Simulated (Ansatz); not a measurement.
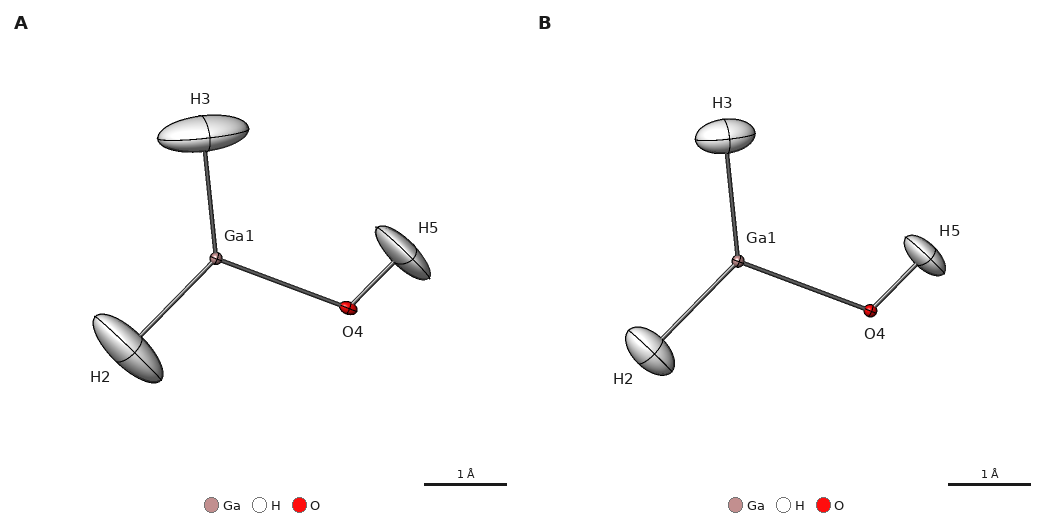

Displacement ellipsoids at the 50 % level, scaled by 1.5, from the internal vibrations of the free molecule (harmonic, no overall translation or rotation; no half-axis is drawn under 0.075 Å). Vibrations computed with RKS PBE0-D4/def2-TZVP (Ansatz 0.2.0). One panel is for 100 K, the other for 900 K.

> Which panel is for 900 K?

A.

> How much does the mean-square displacement of H5 grow, and why?

U_eq goes from 0.0173 to 0.0395 Å², a factor of 2.3. Modes below kT (626 cm⁻¹ at 900 K) grow about in proportion to T, and the lowest lies at 471 cm⁻¹; the mean-square amplitude of a mode is its zero-point value times coth(ħω/2kT), which comes close to 1 only above about 3kT.
